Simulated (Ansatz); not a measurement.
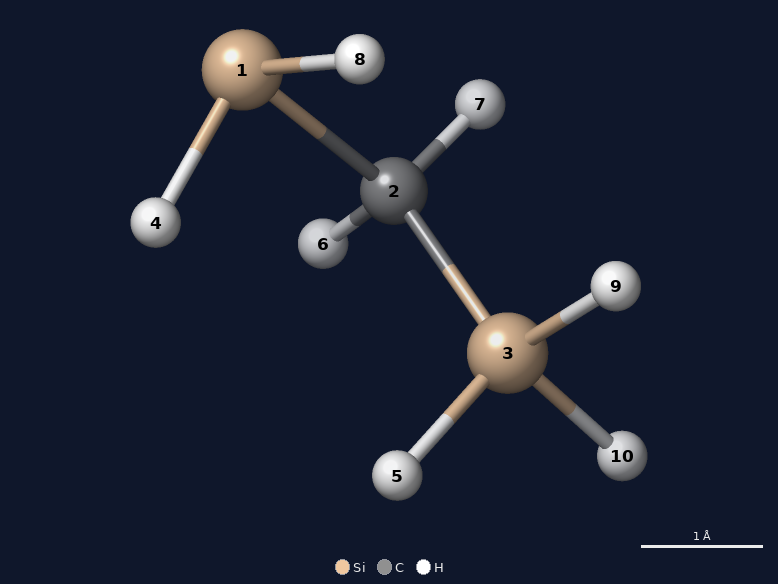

Charge −1, singlet. Computed geometry: PBE-D4/def2-SVPD optimisation. No frequency run is at hand to confirm it as a minimum.

Describe the coordination of atom 3.

Answer. Si3 has 4 neighbours (C2 at 1.87, H5 at 1.51, H9 at 1.51, H10 at 1.54 Å); the arrangement is tetrahedral.

Describe the coordination of atom 1.

Answer. Si1 has 3 neighbours (C2 at 2.01, H4 at 1.56, H8 at 1.56 Å); the arrangement is trigonal pyramidal.

What is the geometry at C2?

Answer. C2 has 4 neighbours (Si1 at 2.01, Si3 at 1.87, H6 at 1.11, H7 at 1.11 Å); the arrangement is tetrahedral.
